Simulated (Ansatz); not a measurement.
Species, as SMILES: C#C (C2H2).
Atoms: C1, C2, H3, H4. Bonds: C1-C2, C1-H4, C2-H3.

Basis-set convergence of the optimised C1-H4 bond length at B3LYP with Ansatz (a quantum-chemistry and plane-wave program). Cartesian d functions, on some or all atoms, in 6-31G**; all else is spherical. The program fits the integrals of some runs and decomposes those of others, by size. Core-valence sets carry the plain set on hydrogen. No added dispersion term, no relativity. Reference: the value in def2-QZVPPD, 1.0614 Å. Deviations are taken from unrounded values.

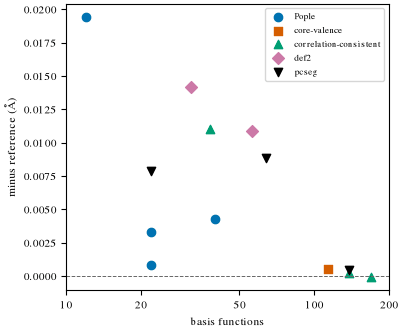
*Deviation from the reference against the number of basis functions, by family of sets.*

```json
[
 {"basis": "STO-3G", "functions": "12", "optimised C1-H4 bond length (Å)": "1.0809", "minus reference (Å)": "0.0194"},
 {"basis": "3-21G", "functions": "22", "optimised C1-H4 bond length (Å)": "1.0622", "minus reference (Å)": "0.0008"},
 {"basis": "6-31G", "functions": "22", "optimised C1-H4 bond length (Å)": "1.0647", "minus reference (Å)": "0.0033"},
 {"basis": "pcseg-0", "functions": "22", "optimised C1-H4 bond length (Å)": "1.0693", "minus reference (Å)": "0.0079"},
 {"basis": "def2-SV(P)", "functions": "32", "optimised C1-H4 bond length (Å)": "1.0756", "minus reference (Å)": "0.0141"},
 {"basis": "cc-pVDZ", "functions": "38", "optimised C1-H4 bond length (Å)": "1.0724", "minus reference (Å)": "0.0110"},
 {"basis": "6-31G**", "functions": "40", "optimised C1-H4 bond length (Å)": "1.0657", "minus reference (Å)": "0.0043"},
 {"basis": "def2-SVPD", "functions": "56", "optimised C1-H4 bond length (Å)": "1.0723", "minus reference (Å)": "0.0109"},
 {"basis": "aug-pcseg-1", "functions": "64", "optimised C1-H4 bond length (Å)": "1.0703", "minus reference (Å)": "0.0088"},
 {"basis": "cc-pCVTZ", "functions": "114", "optimised C1-H4 bond length (Å)": "1.0619", "minus reference (Å)": "0.0005"},
 {"basis": "aug-cc-pVTZ", "functions": "138", "optimised C1-H4 bond length (Å)": "1.0616", "minus reference (Å)": "0.0002"},
 {"basis": "aug-pcseg-2", "functions": "138", "optimised C1-H4 bond length (Å)": "1.0619", "minus reference (Å)": "0.0004"},
 {"basis": "cc-pVQZ", "functions": "170", "optimised C1-H4 bond length (Å)": "1.0613", "minus reference (Å)": "-0.0001"}
]
```
